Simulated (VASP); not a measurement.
Energy against volume of KTaO3 (cubic perovskite). Method: vdW-DF-cx, VASP's PBE PAW potentials (set 64) (plane waves; VASP).

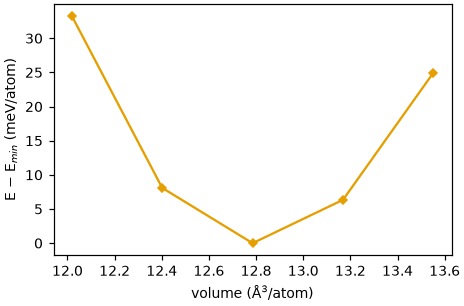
*Energy against volume*

Q: Estimate the equilibrium volume and the bulk modulus.

A: The minimum lies near 12.8 Å³/atom, and the curvature gives B0 of about 200 GPa.

Measured: bulk modulus 220 GPa (computed value off by -9.1 %), as given by S. Tinte et al., Physical review. B, Condensed matter (1998), arXiv:cond-mat/9809379. The calculation is for a static lattice, while the measured bulk modulus holds thermal and zero-point effects, which are part of the difference.

The compound is KTaO3 in the cubic perovskite structure. It was relaxed first.
